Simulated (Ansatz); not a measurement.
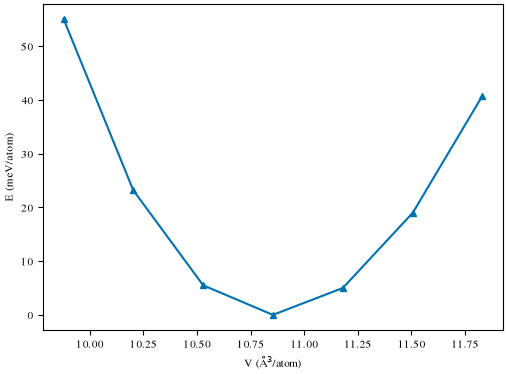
BP in space group P6_422 (No. 181; B on 3c, P on 3d) under volume change, PBE (plane waves, PAW; program Ansatz), shape and atoms relaxed at each volume.

What does a third-order Birch–Murnaghan fit give for V₀, B₀ and B′?

V₀ = 10.86 Å³/atom, B₀ = 171 GPa, B′ = 4.0.

The start of the workflow was typed in or built on a structure type; neither database checked (COD, Materials Project) lists it. It is not the phase usual at ambient conditions (space group No. 216). The PBE relaxation kept the symmetry of its start; whether a distortion lowers the energy is not shown.

Potentials: the earlier of the program's two PAW sets.
